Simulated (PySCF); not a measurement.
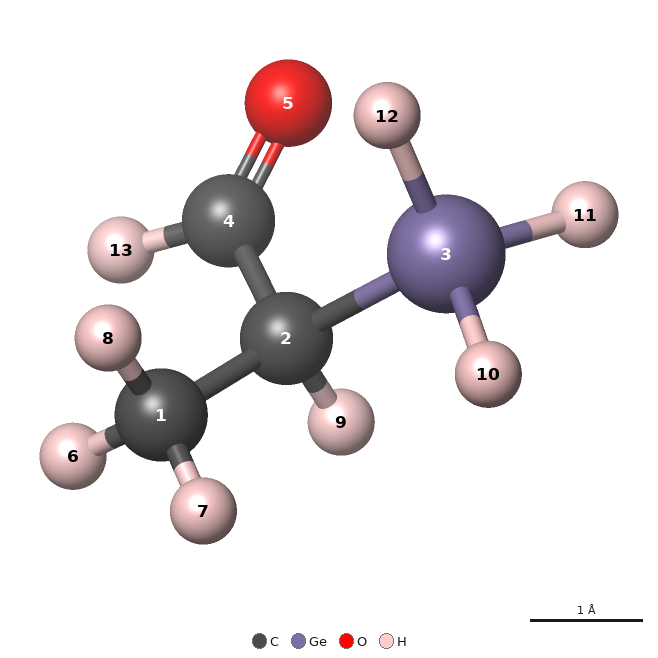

Atoms carry their numbers in the input. The computed structure is the end point of a PBE0-D3(BJ)/def2-SVP optimisation. No frequency run is at hand to confirm it as a minimum.

Which atoms are bonded, and how long are the bonds?

```tsv
bond	length (Å)
C1–C2	1.527
C1–H6	1.103
C1–H7	1.099
C1–H8	1.102
C2–Ge3	1.979
C2–C4	1.503
C2–H9	1.108
Ge3–H10	1.543
Ge3–H11	1.535
Ge3–H12	1.537
C4–O5	1.203
C4–H13	1.124
```
